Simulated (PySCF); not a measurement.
H7BOSi2, SMILES B[SiH2][SiH2]O at its GFN2-xTB optimised geometry (Å):

```
11

B      1.7456    -1.4740     0.6640
Si     1.0935     0.2195     0.0000
Si    -1.2351     0.2195     0.0000
O     -1.8267     1.7374     0.0000
H      1.8783    -2.3976    -0.0445
H      1.9625    -1.6517     1.8013
H      1.5389     1.4215     0.7390
H      1.5158     0.5691    -1.3773
H     -1.8783    -0.2936     1.2062
H     -1.7873    -0.4971    -1.1597
H     -1.5418     2.3976    -0.6243
```

Calculation: B3LYP/def2-TZVP (PySCF).

Map of the LUMO amplitude (bohr^(-3/2)) on the plane z = 1.2 Å; orbital energy -2.78 eV, overall sign arbitrary:

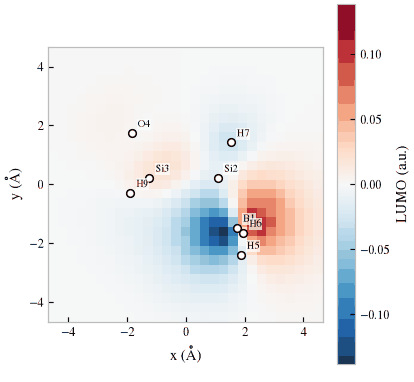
Fig. 1. LUMO amplitude (bohr^(-3/2)) on the plane z = 1.2 Å.
